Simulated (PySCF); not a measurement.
```yaml
atoms:
  - { symbol: C, position_ang: [2.6531, 0.4027, -0.2707] }
  - { symbol: C, position_ang: [1.6543, -0.2264, -0.5637] }
  - { symbol: P, position_ang: [0.2725, -1.2821, -0.9026] }
  - { symbol: C, position_ang: [-1.1043, -0.3545, -0.0594] }
  - { symbol: P, position_ang: [-1.4393, 1.4458, -0.3958] }
  - { symbol: H, position_ang: [3.5366, 0.9604, -0.0168] }
  - { symbol: H, position_ang: [0.0304, -0.8151, -2.2320] }
  - { symbol: H, position_ang: [-2.0286, -0.9157, -0.2778] }
  - { symbol: H, position_ang: [-0.9454, -0.4683, 1.0261] }
  - { symbol: H, position_ang: [-1.4044, 1.3641, -1.8233] }
  - { symbol: H, position_ang: [-0.0870, 1.8965, -0.3049] }
```

Geometry: PBE0-D3(BJ)/def2-SVP.

All numbers below come from wB97X-D/def2-SVPD, SCF density, gas phase in PySCF 2.14.0.

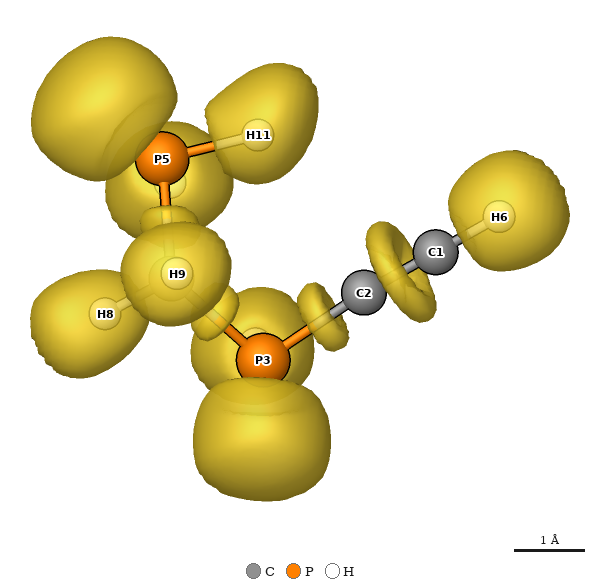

C3H6P2 (SMILES C#CPCP). Isosurface of the ELF at 0.85 (yellow), seen at a tilt. Core shells and regions of very low density are left out.

Where are the electrons localised?

Answer. The surface consists of one region between bonded C–C atoms (shared pairs), three regions between bonded C–P atoms (shared pairs), six regions around hydrogen nuclei and two lobes on P, pointing away from the bonds (lone pairs). Along the contacts the grid gives the following. C–C (1.22 Å): the ELF peaks at about 0.85 between the atoms: a short, multiple covalent bond. C–P (1.77 Å): the ELF peaks at about 0.95 between the atoms, as expected for a shared electron pair.
